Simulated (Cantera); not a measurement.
A closed system holds: 1 mol Si, 18 mol HBr, 19 mol H₂, at 81.0 Pa.

Equilibrium computed with Cantera from the NASA thermochemical tables; the gas is ideal and each condensed phase is pure. Candidate condensed phases: Br₂, Si; 19 gas species. The tables' values for SiBr₃, SiBr are old estimates; treat these amounts as uncertain. The numbers say what is thermodynamically allowed, not how fast it happens.

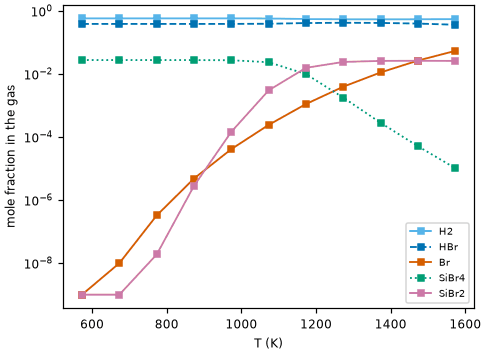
Figure. Equilibrium gas composition (values under 1e-9 drawn at 1e-9)

### Question
Read off the mole fractions at 573 K.

### Answer
H₂ about 0.58, HBr about 0.39, SiBr₄ about 0.028.
